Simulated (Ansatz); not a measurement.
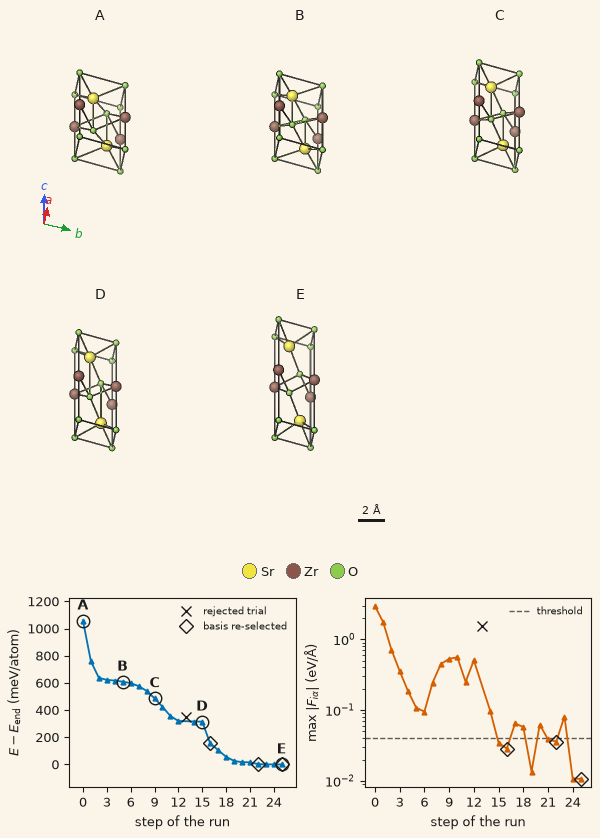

Frames of a relaxation of a crystal of Sr2ZrO3 (a generated structure, set up in P-3m1) (coarse preliminary run), marked on the history of the run. A ball-and-stick model of the cell of the calculation, seen from a free direction.

Level of theory: DFT PBE, scalar-relativistic, plane waves, PAW in Ansatz 0.2.0.

Input file:
```yaml
crystal:
  lattice:
    - [4.41250101, 0.0, 0.0]
    - [-2.2062505, 3.82133797, 0.0]
    - [0.0, 0.0, 5.52556454]
  atoms:
    - { symbol: Sr, position: [0.33333333, 0.66666667, 0.21914101] }
    - { symbol: Sr, position: [0.66666667, 0.33333333, 0.78085899] }
    - { symbol: Zr, position: [0.0, 0.0, 0.5] }
    - { symbol: O, position: [0.33333333, 0.66666667, 0.72377902] }
    - { symbol: O, position: [0.66666667, 0.33333333, 0.27622098] }
    - { symbol: O, position: [0.0, 0.0, 0.0] }
basis:
  ecutwfc: 420
kpoints:
  mp_grid: { grid: [6, 6, 4] }
hamiltonian:
  xc: pbe
scf:
  occupations: { method: gaussian, width: 0.1 }
  lower_state_search: "off"
output:
  forces: true
  stress: true
  eigenvalues: true
relax:
  adjacent_minimum: "off"
  f_tol: 0.04
  max_steps: 70
  cell: { stress_tol: 0.4 }
```

Command:
```bash
ansatz run input.yaml --threads 1 --pin off --max-ram 2560MiB --backend cpu --events-out ev --progress --plain --runs-dir out
```

> What happens along the run?

The energy falls by 1059 meV per atom in 21 accepted moves (25 points after the start). The largest force component goes from 2.9 to 0.011 eV/Å. Pressure: −5.29 GPa at the start and −0.14 GPa at the end. The line search rejected the trial step at point 13 of the run. At 3 points the geometry stayed and the basis and grid were re-selected for the new cell (energy shift of 160 meV per atom at most each time). The largest moves relative to the cell, 0.75 Å, are those of O4 and O5. O4 goes along −c. Largest moves by element: O 0.75 Å, Sr 0.37 Å. Zr stays in place. The volume changes by −2.6 %, with a = b 4.413 → 3.467 Å (−21.4 %), c 5.526 → 8.716 Å (+57.7 %). Near-neighbour distances that change, for instance: Sr1–O4 2.737 → 4.699 Å, Zr3–O6 2.763 → 4.358 Å, Sr1–O4 (another image) 2.788 → 4.017 Å, Sr1–Sr1 4.413 → 3.467 Å. Bonds break, among them: Sr1–O4 (2.74 → 4.70 Å), Sr1–O4 (2.79 → 4.02 Å), Sr2–O5 (2.74 → 4.70 Å), Sr2–O5 (2.79 → 4.02 Å). Bond angles that change, for instance: Sr1–O5–Sr1 118.5° → 84.5°, O5–Sr1–O5 118.5° → 84.5°, O5–Sr1–O6 66.7° → 94.3°. The space group stays P-3m1 (No. 164). Cost: 4.2 min on 1 thread of Intel(R) Xeon(R) Processor @ 2.50GHz (Skylake/Cascade Lake) (shared host), peak memory 0.42 GiB. From step 0 to 5: O atoms move most (0.56 Å), volume −10.1 %, energy −450 meV per atom. From step 5 to 9: Sr and O atoms move most (0.10 Å), volume +4.4 %, energy −122 meV per atom. From step 9 to 15: O atoms move most (0.18 Å), volume −2.6 %, energy −172 meV per atom. From step 15 to 25: O atoms move most (0.06 Å), volume +6.5 %, energy −315 meV per atom.
